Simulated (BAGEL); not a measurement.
# SiH2Br2 (SMILES Br[SiH2]Br): HF/6-31G(d) (density fitting with cc-pvqz-jkfit, spherical functions)

Aim: the vertical ionisation energy of SiH2Br2 at HF/6-31G* (density fitting with cc-pvqz-jkfit, spherical functions), from 2 runs. 

Program for the calculation: BAGEL 1.2.2.

4 further runs of the same task are left out: 4 set aside as unsound or not needed. Runs told in other sessions of the task aren't counted.

**1. The molecule**

The species is SiH2Br2 (5 atoms), meant as a singlet with charge 0. As SMILES, `Br[SiH2]Br`. Geometry: relaxed at PBE0-D4/def2-TZVP.

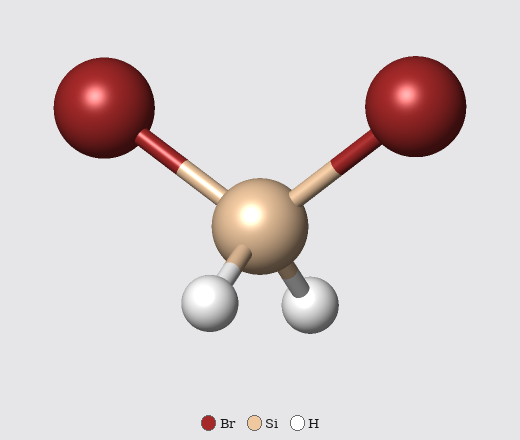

The structure, seen from a chosen angle (bromine red, silicon light orange, hydrogen white).

**2. The energy at HF/6-31G(d) (density fitting with cc-pvqz-jkfit, spherical functions)**

File hf.json:

```json
{ "bagel": [

{
  "title": "molecule",
  "basis": "6-31gs.json",
  "df_basis": "cc-pvqz-jkfit",
  "angstrom": "true",
  "geometry": [
    { "atom": "Br", "xyz": [      -1.672690,      -1.239290,       0.362310 ] },
    { "atom": "Si", "xyz": [       0.158230,      -0.046290,       0.054680 ] },
    { "atom": "Br", "xyz": [      -0.295570,       1.814160,      -1.042010 ] },
    { "atom": "H", "xyz": [       1.103430,      -0.843230,      -0.751710 ] },
    { "atom": "H", "xyz": [       0.706590,       0.314640,       1.376730 ] }
  ]
},

{
  "title": "hf"
},

{
  "title": "print",
  "file": "orbitals.molden",
  "orbitals": "true"
}

]}
```

The basis set 6-31G* is read from a file made from the Basis Set Exchange's data (not shown).

Command:

```console
$ BAGEL_NUM_THREADS=1 BAGEL hf.json > hf.out
```

The program printed:

```text
* using 1 threads per process

  ===============================================================
  ===============================================================

  *** Geometry ***

  { "atom" : "Br", "xyz" : [     -3.160926,     -2.341919,      0.684667 ] },
  { "atom" : "Si", "xyz" : [      0.299011,     -0.087475,      0.103330 ] },
  { "atom" : "Br", "xyz" : [     -0.558546,      3.428266,     -1.969114 ] },
  { "atom" : "H", "xyz" : [      2.085180,     -1.593474,     -1.420526 ] },
  { "atom" : "H", "xyz" : [      1.335262,      0.594583,      2.601643 ] },

  Number of auxiliary basis functions:      686

  Since a DF basis is specified, we compute 2- and 3-index integrals:
    o Being stored without compression. Storage requirement is 0.041 GB

  Number of basis functions:       86
  Number of electrons      :       86

    * METHOD: MOLECULE                             0.61

  *** RHF ***

  === Nuclear Repulsion ===
   448.2792628212

      * DIIS with orbital gradients will be used.

  === RHF iteration (6-31gs.json) ===
      0      -5434.30867970          0.00815000           0.22
      1      -5434.36205531          0.00407512           0.21
      2      -5434.37372696          0.00073834           0.20
      3      -5434.37433546          0.00015425           0.21
      4      -5434.37436434          0.00003743           0.20
      5      -5434.37436682          0.00001216           0.21
      6      -5434.37436710          0.00000334           0.21
      7      -5434.37436711          0.00000070           0.22
      8      -5434.37436711          0.00000014           0.21
      9      -5434.37436711          0.00000004           0.21
     10      -5434.37436711          0.00000001           0.20
     11      -5434.37436711          0.00000000           0.21
    * SCF iteration converged.

    * Permanent dipole moment:
           (   -0.606466,     0.177359,    -0.209550) a.u.

    * METHOD: HF                                   2.88

    * METHOD: PRINT                                0.02

  ===============================================================
```

It took 3.9 s on 1 thread of Arm Neoverse V1, shared host; peak memory 0.19 GiB.

**3. The doublet cation, same level**

File job.json:

```json
{ "bagel": [

{
  "title": "molecule",
  "basis": "6-31gs.json",
  "df_basis": "cc-pvqz-jkfit",
  "angstrom": "true",
  "geometry": [
    { "atom": "Br", "xyz": [      -1.672690,      -1.239290,       0.362310 ] },
    { "atom": "Si", "xyz": [       0.158230,      -0.046290,       0.054680 ] },
    { "atom": "Br", "xyz": [      -0.295570,       1.814160,      -1.042010 ] },
    { "atom": "H", "xyz": [       1.103430,      -0.843230,      -0.751710 ] },
    { "atom": "H", "xyz": [       0.706590,       0.314640,       1.376730 ] }
  ]
},

{ "title": "uhf", "charge": 1, "nopen": 1 },

{ "title": "print", "file": "orbitals.molden", "orbitals": "true" }

]}
```

The basis set 6-31G* is read from a file made from the Basis Set Exchange's data (not shown).

Command:

```console
$ BAGEL_NUM_THREADS=1 BAGEL job.json > job.out
```

The program printed:

```text
* using 1 threads per process

  ===============================================================
  ===============================================================

  *** Geometry ***

  { "atom" : "Br", "xyz" : [     -3.160926,     -2.341919,      0.684667 ] },
  { "atom" : "Si", "xyz" : [      0.299011,     -0.087475,      0.103330 ] },
  { "atom" : "Br", "xyz" : [     -0.558546,      3.428266,     -1.969114 ] },
  { "atom" : "H", "xyz" : [      2.085180,     -1.593474,     -1.420526 ] },
  { "atom" : "H", "xyz" : [      1.335262,      0.594583,      2.601643 ] },

  Number of auxiliary basis functions:      686

  Since a DF basis is specified, we compute 2- and 3-index integrals:
    o Being stored without compression. Storage requirement is 0.041 GB

  Number of basis functions:       86
  Number of electrons      :       86

    * METHOD: MOLECULE                             0.61

  *** Open-shell HF ***

  === Nuclear Repulsion ===
   448.2792628212

      * DIIS with orbital gradients will be used.

  === UHF iteration (6-31gs.json) ===
      0      -5433.83146960          0.02068263           0.43
      1      -5433.92773149          0.01175285           0.43
      2      -5433.95380237          0.00693403           0.43
      3      -5433.96373861          0.00117994           0.44
      4      -5433.96558442          0.00076610           0.43
      5      -5433.96665799          0.00042801           0.40
      6      -5433.96729253          0.00010832           0.40
      7      -5433.96734872          0.00004543           0.42
      8      -5433.96737424          0.00002712           0.44
      9      -5433.96738334          0.00002901           0.43
     10      -5433.96737901          0.00001771           0.41
     11      -5433.96738251          0.00000929           0.43
     12      -5433.96738461          0.00000311           0.43
     13      -5433.96738466          0.00000107           0.43
     14      -5433.96738467          0.00000037           0.41
     15      -5433.96738467          0.00000017           0.42
     16      -5433.96738467          0.00000010           0.43
     17      -5433.96738467          0.00000010           0.43
     18      -5433.96738467          0.00000008           0.43
     19      -5433.96738467          0.00000006           0.42
     20      -5433.96738467          0.00000002           0.41
     21      -5433.96738467          0.00000001           0.42
     22      -5433.96738467          0.00000001           0.42
    * SCF iteration converged.

    * S^2 (UHF) is 0.7682

    * Permanent dipole moment:
           (   -0.893119,     0.261308,    -0.308667) a.u.

    * METHOD: UHF                                 10.12

    * METHOD: PRINT                                0.02

  ===============================================================
```

Run time: 11 s. Hardware: 1 thread of Arm Neoverse V1, shared host; peak memory 0.19 GiB.

**4. What came out**

Level: HF/6-31G* (density fitting with cc-pvqz-jkfit, spherical functions).

```
                                          quantity           value
                     singlet SiH2Br2: total energy  -5434.37437 Eh
                    singlet SiH2Br2: dipole moment          1.69 D
                      singlet SiH2Br2: HOMO energy       -11.54 eV
                      singlet SiH2Br2: LUMO energy         2.74 eV
                    singlet SiH2Br2: HOMO–LUMO gap        14.27 eV
                      doublet cation: total energy  -5433.96738 Eh
                              doublet cation: ⟨S²⟩           0.768
vertical ionisation energy (to the doublet cation)       11.075 eV
```

In words: Removing an electron at fixed nuclei costs 11.07 eV (1069 kJ/mol). The negative HOMO energy of the first species, 11.54 eV, lies 0.46 eV above that difference.
